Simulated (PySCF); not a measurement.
# GeH3Cl (chlorogermane): B2PLYP/def2-TZVP

What is the energy change on altering one bond length of GeH3Cl (chlorogermane) at B2PLYP/def2-TZVP? The job is set up through a Python script.

The calculation is run with PySCF 2.14.0.

2 further runs of the same task are left out: 2 set aside as unsound or not needed.

### 1 The system as given

The species is GeH3Cl (5 atoms), meant as a singlet with charge 0. SMILES: `[Cl][GeH3]`. Geometry: relaxed at PBE0-D4/def2-TZVP.

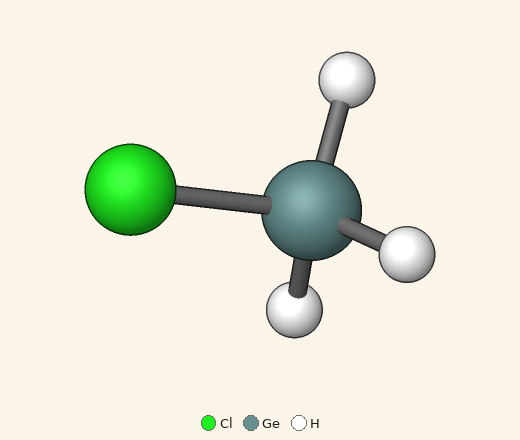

Viewed from a chosen angle; chlorine green, germanium teal, hydrogen white.

### 2 A single-point energy at B2PLYP/def2-TZVP

File input.py:

```python
from pyscf import gto, dft, mp

mol = gto.M(
    atom=[
    ('Cl', (-1.875800, -0.025100, 0.641300)),
    ('Ge', (0.161800, -0.013900, -0.060600)),
    ('H', (0.160400, 0.656200, -1.438100)),
    ('H', (0.619000, -1.473700, -0.140600)),
    ('H', (0.984500, 0.782900, 0.956700)),
],
    verbose=3,
    max_memory=1860,
    basis='def2-tzvp',
    spin=0,
)

mf = dft.RKS(mol, xc='0.53*HF + 0.47*B88, 0.73*LYP')
mf.grids.level = 5
mf.conv_tol = 1e-10
mf.kernel()
if not mf.converged:
    mf = mf.newton().run(mf.mo_coeff, mf.mo_occ)

pt = mp.MP2(mf, frozen=14).run()
e_tot = mf.e_tot + 0.27 * pt.e_corr
print('PT2 part  %.8f' % (0.27 * pt.e_corr))
print(f'total energy: {e_tot:.8f} hartree')
```

Command:

```console
$ OMP_NUM_THREADS=1 python input.py
```

Log:

```text
converged SCF energy = -2538.39844188937
E(RMP2) = -2538.9355807344  E_corr = -0.537138845024391
E(SCS-RMP2) = -2538.91930341802  E_corr = -0.520861528645992
PT2 part  -0.14502749
total energy: -2538.54346938 hartree
```

Run time: 19 s. Hardware: 1 thread of Intel Xeon at 2.70GHz, shared host; peak memory 0.53 GiB.

### 3 The distorted shape

File job.py:

```python
from pyscf import gto, dft, mp

mol = gto.Mole()
mol.atom = '''
Cl  -2.863033  -0.981253  -0.579451
Ge  -0.825433  -0.970053  -1.281351
H   -0.826833  -0.299953  -2.658851
H   -0.368233  -2.429853  -1.361351
H    0.984500   0.782900   0.956700
'''
mol.verbose = 4
mol.charge = 0
mol.basis = 'def2-tzvp'
mol.max_memory = 1860
mol.build()

mf = dft.RKS(mol, xc='0.53*HF + 0.47*B88, 0.73*LYP')
mf.conv_tol = 1e-10
mf.grids.level = 5
mf.kernel()
if not mf.converged:
    mf = mf.newton().run(mf.mo_coeff, mf.mo_occ)

pt = mp.MP2(mf, frozen=14).run()
e_tot = mf.e_tot + 0.27 * pt.e_corr
print('PT2 part  %.8f' % (0.27 * pt.e_corr))
print('E(%s) = %.9f' % ('B2PLYP', e_tot))
```

Command:

```console
$ OMP_NUM_THREADS=1 python job.py
```

Log:

```text
PySCF version 2.14.0

[INPUT] num. atoms = 5
[INPUT] num. electrons = 52
[INPUT] charge = 0
[INPUT] spin (= nelec alpha-beta = 2S) = 0
[INPUT] symmetry False subgroup None
[INPUT] Mole.unit = angstrom
[INPUT] Symbol           X                Y                Z      unit          X                Y                Z       unit  Magmom
[INPUT]  1 Cl    -2.863033000000  -0.981253000000  -0.579451000000 AA   -5.410348255592  -1.854299428908  -1.095003692605 Bohr   0.0
[INPUT]  2 Ge    -0.825433000000  -0.970053000000  -1.281351000000 AA   -1.559842304178  -1.833134496313  -2.421402459438 Bohr   0.0
[INPUT]  3 H     -0.826833000000  -0.299953000000  -2.658851000000 AA   -1.562487920753  -0.566829020242  -5.024500196026 Bohr   0.0
[INPUT]  4 H     -0.368233000000  -2.429853000000  -1.361351000000 AA   -0.695859520027  -4.591756692953  -2.572580549403 Bohr   0.0
[INPUT]  5 H      0.984500000000   0.782900000000   0.956700000000 AA    1.860435369634   1.479466582922   1.807900983371 Bohr   0.0

nuclear repulsion = 169.187762898667
number of shells = 41
number of NR pGTOs = 187
number of NR cGTOs = 103
basis = def2-tzvp
ecp = {}

******** <class 'pyscf.dft.rks.RKS'> ********
method = RKS
initial guess = minao
damping factor = 0
level_shift factor = 0
DIIS = <class 'pyscf.scf.diis.CDIIS'>
diis_start_cycle = 1
diis_space = 8
diis_damp = 0
SCF conv_tol = 1e-10
SCF conv_tol_grad = None
SCF max_cycles = 50
direct_scf = True
direct_scf_tol = 1e-13
XC library pyscf.dft.libxc version 7.0.0
    S. Lehtola, C. Steigemann, M. J.T. Oliveira, and M. A.L. Marques.,  SoftwareX 7, 1–5 (2018)
XC functionals = 0.53*HF + 0.47*B88, 0.73*LYP
    A. D. Becke.,  Phys. Rev. A 38, 3098 (1988)
    C. Lee, W. Yang, and R. G. Parr.,  Phys. Rev. B 37, 785 (1988)
    B. Miehlich, A. Savin, H. Stoll, and H. Preuss.,  Chem. Phys. Lett. 157, 200 (1989)
radial grids:
    Treutler-Ahlrichs [JCP 102, 346 (1995); DOI:10.1063/1.469408] (M4) radial grids

becke partition: Becke, JCP 88, 2547 (1988); DOI:10.1063/1.454033
pruning grids: <function nwchem_prune>
grids dens level: 5
symmetrized grids: False
atomic radii adjust function: <function treutler_atomic_radii_adjust>
small_rho_cutoff = 0
Set gradient conv threshold to 1e-05
Initial guess from minao.
tot grids = 158408
init E= -2537.5031468715
  HOMO = -0.211805958080475  LUMO = -0.139426768247265  gap/eV = 1.96954
cycle= 1 E= -2538.12516466354  delta_E= -0.622  |g|= 0.65  |ddm|= 1.64
  HOMO = -0.275510667910375  LUMO = -0.120420688721374  gap/eV = 4.22021
cycle= 2 E= -2537.95234455973  delta_E= 0.173  |g|= 0.916  |ddm|= 1.49
  HOMO = -0.2636513124834  LUMO = -0.134789175837263  gap/eV = 3.50652
cycle= 3 E= -2538.2145354894  delta_E= -0.262  |g|= 0.116  |ddm|= 1.21
  HOMO = -0.256724765229752  LUMO = -0.127592758675348  gap/eV = 3.51386
cycle= 4 E= -2538.22078107813  delta_E= -0.00625  |g|= 0.0633  |ddm|= 0.303
  HOMO = -0.268302991435519  LUMO = -0.126026700369977  gap/eV = 3.87154
cycle= 5 E= -2538.22383405723  delta_E= -0.00305  |g|= 0.00511  |ddm|= 0.127
  HOMO = -0.267309814393013  LUMO = -0.124493735443934  gap/eV = 3.88622
cycle= 6 E= -2538.22384795324  delta_E= -1.39e-05  |g|= 0.00291  |ddm|= 0.0122
  HOMO = -0.267441038781694  LUMO = -0.12449837330432  gap/eV = 3.88967
cycle= 7 E= -2538.22385293602  delta_E= -4.98e-06  |g|= 0.000383  |ddm|= 0.00468
  HOMO = -0.267443503401058  LUMO = -0.124572492250227  gap/eV = 3.88772
cycle= 8 E= -2538.2238530304  delta_E= -9.44e-08  |g|= 0.000153  |ddm|= 0.00107
  HOMO = -0.267434166669108  LUMO = -0.124571889420352  gap/eV = 3.88748
cycle= 9 E= -2538.22385304162  delta_E= -1.12e-08  |g|= 4.39e-05  |ddm|= 0.000189
  HOMO = -0.267434679967742  LUMO = -0.124572691744511  gap/eV = 3.88747
cycle= 10 E= -2538.22385304295  delta_E= -1.33e-09  |g|= 4.63e-06  |ddm|= 8.18e-05
  HOMO = -0.267434658248277  LUMO = -0.124571511803744  gap/eV = 3.88750
cycle= 11 E= -2538.22385304297  delta_E= -2.23e-11  |g|= 1.77e-06  |ddm|= 1.13e-05
  HOMO = -0.267434914131201  LUMO = -0.124571560745768  gap/eV = 3.88751
Extra cycle  E= -2538.22385304297  delta_E= 9.09e-13  |g|= 1.54e-06  |ddm|= 4.07e-06
converged SCF energy = -2538.22385304297

******** <class 'pyscf.mp.mp2.RMP2'> ********
nocc = 12, nmo = 89
frozen orbitals 14
E(RMP2) = -2538.81671423706  E_corr = -0.592861194083998
E(SCS-RMP2) = -2538.81038417191  E_corr = -0.586531128938947
E_corr(same-spin) = -0.144118043032905
E_corr(oppo-spin) = -0.448743151051093
PT2 part  -0.16007252
E(B2PLYP) = -2538.383925565
```

Wall time 18 s (1 thread of Intel Xeon at 2.70GHz, shared host); peak memory 0.53 GiB.

### 4 Outcome

At B2PLYP/def2-TZVP, 14 core orbitals frozen:

| quantity | value |
| --- | --- |
| first shape: total energy | -2538.54347 Eh |
| first shape: dipole moment (SCF part) | 2.04 D |
| first shape: HOMO energy (SCF part's orbitals) | -9.98 eV |
| first shape: LUMO energy (SCF part's orbitals) | 0.96 eV |
| first shape: HOMO–LUMO gap (SCF part's orbitals) | 10.94 eV |
| distorted shape: total energy | -2538.38393 Eh |
| distorted shape: dipole moment (SCF part) | 2.84 D |
| distorted shape: HOMO energy (SCF part's orbitals) | -7.28 eV |
| distorted shape: LUMO energy (SCF part's orbitals) | -3.39 eV |
| distorted shape: HOMO–LUMO gap (SCF part's orbitals) | 3.89 eV |
| energy change with the Ge2–H5 bond stretched from 1.532 to 3.370 Å | 4.341 eV |

One bond (distorted shape) is far stretched, which a spin-restricted single reference describes badly; perturbation theory on it can break down and give far too much correlation. With the Ge2–H5 bond stretched from 1.532 to 3.370 Å the energy rises by 4.34 eV (419 kJ/mol). The first shape isn't relaxed at this level, so the change isn't measured from a minimum. A restricted reference can't describe the breaking bond well at this length. Mulliken charges (first shape) run from -0.35 on Cl1 to +0.34 on Ge2; they depend strongly on the basis. Mulliken charges (distorted shape) run from -0.29 on Cl1 to +0.35 on Ge2.
